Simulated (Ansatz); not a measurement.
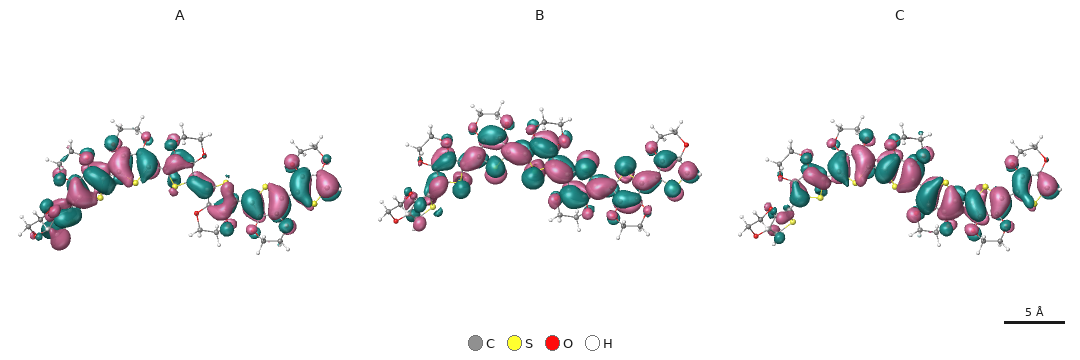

The picture shows: C$_{42}$H$_{30}$O$_{14}$S$_{7}$ (SMILES c1sc(-c2sc(-c3sc(-c4sc(-c5sc(-c6sc(-c7scc8c7OCCO8)c7c6OCCO7)c6c5OCCO6)c5c4OCCO5)c4c3OCCO4)c3c2OCCO3)c2c1OCCO2). Three frontier orbitals at ±0.04 Å⁻³ᐟ² (teal and pink are the two phases), in no order.

Geometry: r2SCAN-D4/def2-SVP.

Method: RKS PBE0-D4/def2-SVP (Ansatz).

C$_{42}$H$_{30}$O$_{14}$S$_{7}$ (SMILES c1sc(-c2sc(-c3sc(-c4sc(-c5sc(-c6sc(-c7scc8c7OCCO8)c7c6OCCO7)c6c5OCCO6)c5c4OCCO5)c4c3OCCO4)c3c2OCCO3)c2c1OCCO2), 93 atoms.

Question: Order the three orbitals by energy and name them.

Answer: A is the HOMO−1 (−5.01 eV). No atom holds more than about 10 % of it (Hirshfeld); by element the shares are C 80 %, O 10 % and S 10 %. C is the HOMO (−4.39 eV). No atom holds more than about 10 % of it (Hirshfeld); by element the shares are C 80 %, O 10 % and S 10 %. B is the LUMO (−1.53 eV). No atom holds more than about 10 % of it (Hirshfeld); by element the shares are C 70 %, S 20 % and O 5 %.

Question: What is the HOMO–LUMO gap?

Answer: 2.86 eV between the orbital energies.
